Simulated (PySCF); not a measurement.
```xyz
16

C     3.7652   -0.5709    0.8674
C     2.7833   -0.6391    0.1759
Si    1.2403   -0.7088   -0.8430
Si   -0.4710    0.3827    0.3266
P    -0.4925    2.6261    0.1129
C    -2.1713   -0.1747   -0.2773
C    -2.9226   -1.0789    0.3296
H     4.6277   -0.5141    1.4683
H     1.5785   -0.0711   -2.1262
H     0.9641   -2.1289   -1.0982
H    -0.4014    0.1526    1.7820
H    -0.3344    2.6218   -1.2615
H     0.8669    2.7666    0.3214
H    -2.5498    0.2844   -1.1845
H    -2.5967   -1.5645    1.2352
H    -3.8939   -1.3743   -0.0377
```

Geometry: GFN2-xTB.

These are results of PySCF 2.14.0, B3LYP/def2-SVPD, SCF density, gas phase, not measurements.

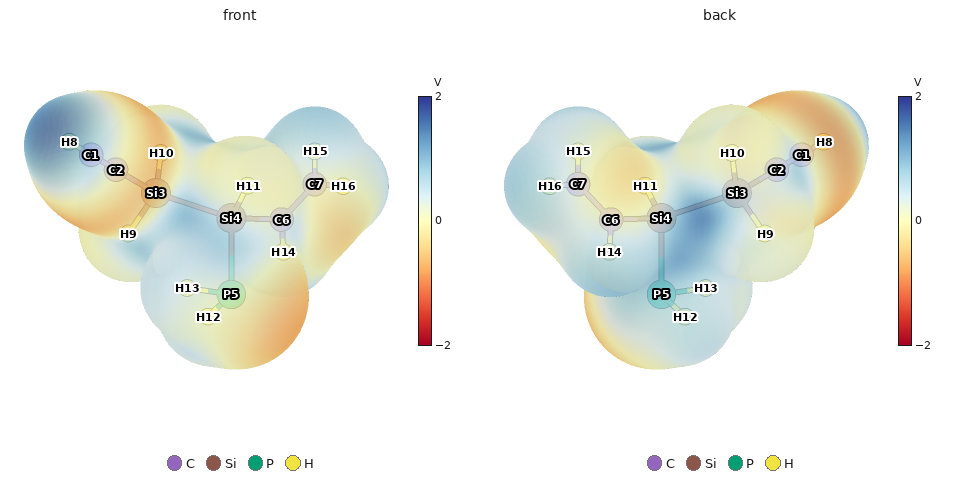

C₄H₉PSi₂. The molecular electrostatic potential painted on the density surface at 0.002 e/bohr³, seen from the front and from behind; red is negative and blue positive.

**Which sites attract a positive test charge, and which a negative one?**

A positive charge is drawn to the negative regions and a negative charge to the positive ones. The most negative region (about −0.8 V) lies over C1, C2 and P5, the most positive (about +1.5 V) over H8.
